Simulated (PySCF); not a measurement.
Consider C$_{3}$H$_{10}$OSSi$_{2}$.

```xyz
17

C    -2.0944    1.8135   -1.3454
C    -2.0474    0.4983   -1.2010
Si   -0.5554   -0.4717   -0.5951
C    -0.9796   -1.4860    0.9527
S     0.9823    0.9792   -0.1613
Si    2.5128   -0.1667    0.8178
O     3.8155    0.7829    0.9171
H    -2.9758    2.3294   -1.6950
H    -1.2402    2.4286   -1.1144
H    -2.9271   -0.0854   -1.4448
H    -0.0243   -1.3492   -1.6444
H    -1.7988   -2.1690    0.7504
H    -1.2788   -0.8453    1.7780
H    -0.1284   -2.0759    1.2809
H     2.8202   -1.3332    0.0042
H     2.0881   -0.4881    2.1706
H     3.8243    1.6507    0.5199
```

Geometry: GFN2-xTB.

Method: CAM-B3LYP/def2-SVPD, SCF density, gas phase (PySCF).

Question: Predict the electron density and electron localisation function between the atoms.

Answer: C–C (1.32 Å): ρ at the midpoint is about 2.3 e/Å³; the ELF peaks at about 0.95 between the atoms (a multiple bond).
C–Si (1.88 Å): ρ at the midpoint is about 0.97 e/Å³; the ELF peaks at about 1 between the atoms: localised, covalent bonding.
Si–S (2.16 Å): the density is about 0.78 e/Å³ at the midpoint; the ELF peaks at about 0.90 between the atoms; a shared electron pair.
O–H (0.95 Å): ρ at the midpoint is about 3.7 e/Å³; the ELF climbs to about 1 towards the hydrogen, as it does in any bond to H: a covalent bond by its length.

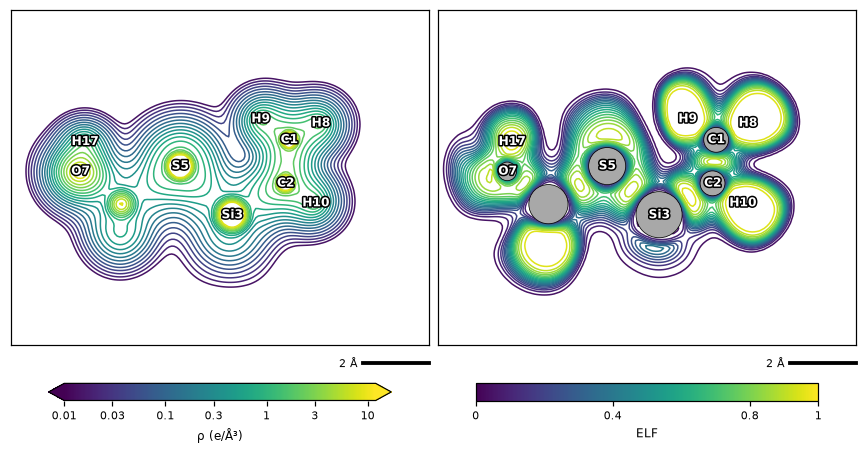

Computed electron density and electron localisation function on the plane of atoms C1, C2 and Si3, in this order. Grey discs cover the atomic cores in the ELF map. 
